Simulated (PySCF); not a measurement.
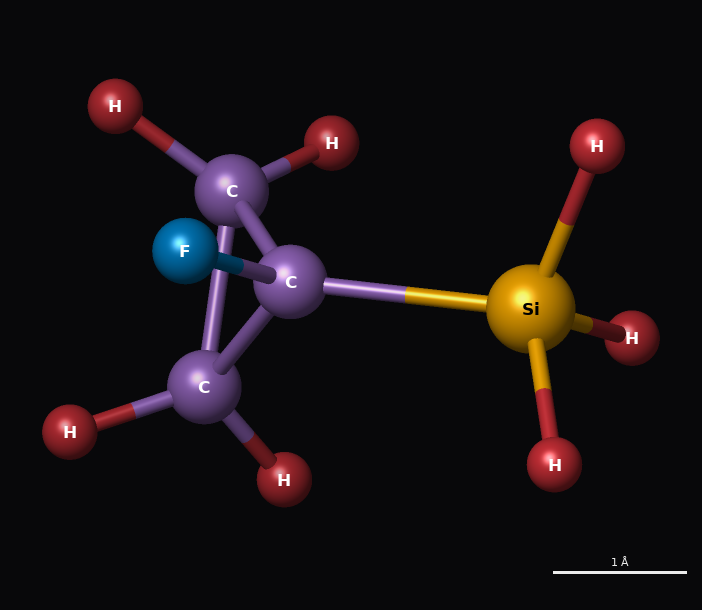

The picture shows a molecular structure as a ball-and-stick model.

Computed geometry: PBE0-D3(BJ)/def2-SVP optimisation. No frequency run is at hand to confirm it as a minimum.

Question: Count the atoms of each element.

Answer: C3H7FSi, 12 atoms: 3 carbon, 7 hydrogen, 1 fluorine and 1 silicon.

Question: Name functional groups in it.

Answer: Among them: C–F bond, Si–H bond.

Question: What is its SMILES?

Answer: FC1([SiH3])CC1

Question: Does it have rings?

Answer: Independent rings (smallest set): 1 of 3 members.

The parts below concern this one geometry. Atoms keep their numbers from picture to picture.

### Geometry

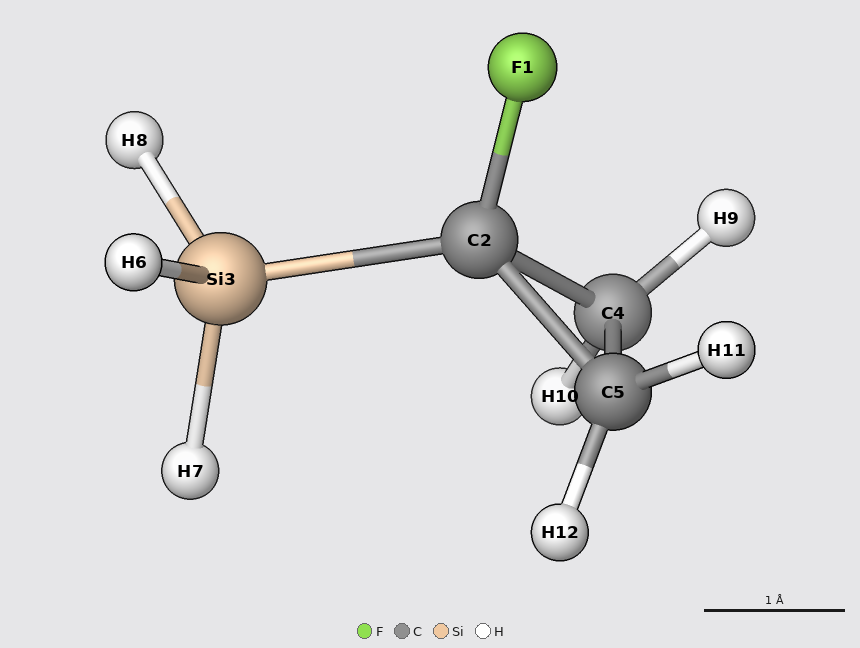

Numbered structure. No frequency run is at hand to confirm it as a minimum.

Estimate the angles F1–C2–Si3, F1–C2–C4, Si3–C2–C4, C4–C2–C5, C2–Si3–H6, C2–Si3–H7, C2–Si3–H8, C2–C4–H10, C5–C4–H10, C2–C4–C5, C2–C4–H9, C2–C5–H12, C5–C4–H9, C4–C5–H12.

```json
{"angle": "F1–C2–Si3", "degrees": "112.3"}
{"angle": "F1–C2–C4", "degrees": "115.0"}
{"angle": "Si3–C2–C4", "degrees": "122.6"}
{"angle": "C4–C2–C5", "degrees": "60.1"}
{"angle": "C2–Si3–H6", "degrees": "110.3"}
{"angle": "C2–Si3–H7", "degrees": "107.6"}
{"angle": "C2–Si3–H8", "degrees": "110.4"}
{"angle": "C2–C4–H10", "degrees": "119.2"}
{"angle": "C5–C4–H10", "degrees": "119.7"}
{"angle": "C2–C4–C5", "degrees": "59.9"}
{"angle": "C2–C4–H9", "degrees": "115.0"}
{"angle": "C2–C5–H12", "degrees": "119.1"}
{"angle": "C5–C4–H9", "degrees": "117.1"}
{"angle": "C4–C5–H12", "degrees": "119.6"}
```

### Spin–spin coupling

No frequency run is at hand to confirm it as a minimum. Method: B3LYP/cc-pVTZ indirect spin-spin coupling, non-relativistic, gas phase (PySCF 2.14.0). Isotopes: 13C, 19F, 1H, 29Si.

Give the spin–spin coupling constants of these pairs, with the number of bonds between them: F1/C2, Si3/H6, F1/C5, F1/H6, Si3/H10.

| pair | bonds apart | J (Hz) |
| --- | --- | --- |
| F1, C2 | 1 | −280.8 |
| Si3, H6 | 1 | −159.3 |
| F1, C5 | 2 | 3.8 |
| F1, H6 | 3 | −0.8 |
| Si3, H10 | 3 | −4.7 |

Density functionals are unreliable for couplings to fluorine, so those rows may be far off.

### NMR shielding

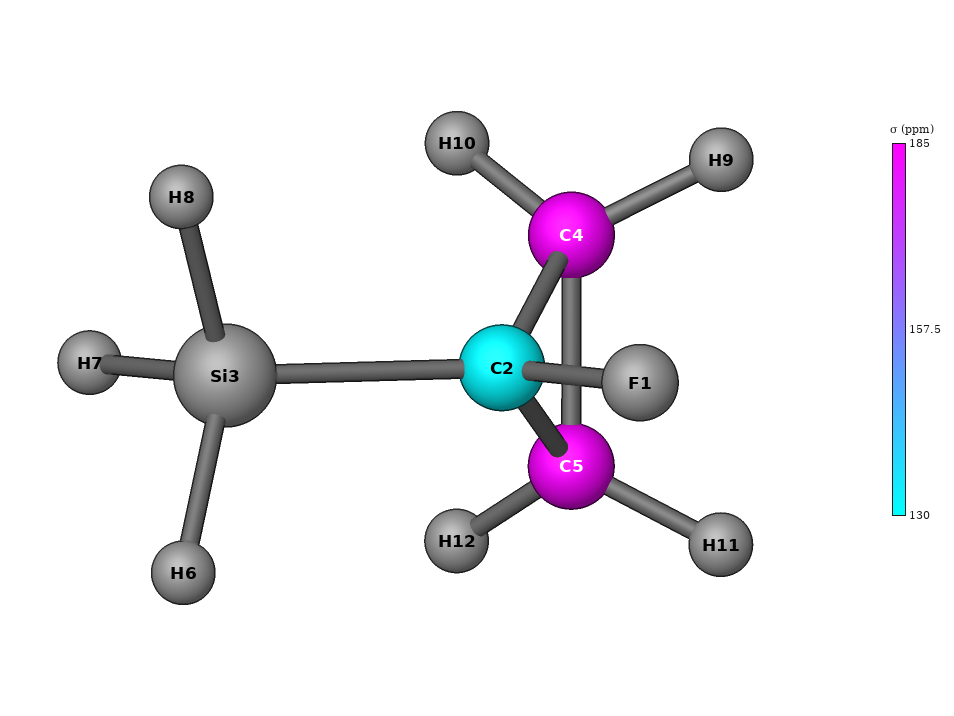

Atoms are coloured by their isotropic NMR shieldings (C only, the others grey). No frequency run is at hand to confirm it as a minimum. Properties computed with GIAO PBE0/aug-cc-pVDZ NMR shielding, non-relativistic, gas phase (PySCF 2.14.0).

List the isotropic NMR shieldings of the C atoms.

| atom | σ (ppm) |
| --- | --- |
| C2 | 131.6 |
| C4 | 183.8 |
| C5 | 183.6 |

### Levels of theory compared

No frequency run is at hand to confirm it as a minimum. Program: PySCF 2.14.0.

At this fixed geometry, give HOMO energy (eV), HOMO–LUMO gap (eV), dipole (D) at these levels: B3LYP/def2-TZVP; BHandHLYP/pcSseg-2; PBE0/6-31G; PBE0/6-31G*; PBE0/STO-3G; PBE0/def2-TZVP; mPW1PW91/pcSseg-2; ωB97X-D/pcSseg-2.

| level | HOMO energy (eV) | HOMO–LUMO gap (eV) | dipole (D) |
| --- | --- | --- | --- |
| B3LYP/def2-TZVP | −7.96 | 8.30 | 1.55 |
| BHandHLYP/pcSseg-2 | −9.44 | 10.50 | 1.70 |
| PBE0/6-31G | −8.00 | 9.12 | 1.75 |
| PBE0/6-31G* | −7.88 | 8.94 | 1.43 |
| PBE0/STO-3G | −4.68 | 11.95 | 0.78 |
| PBE0/def2-TZVP | −8.18 | 8.75 | 1.54 |
| mPW1PW91/pcSseg-2 | −8.23 | 8.59 | 1.60 |
| ωB97X-D/pcSseg-2 | −10.07 | 12.14 | 1.61 |
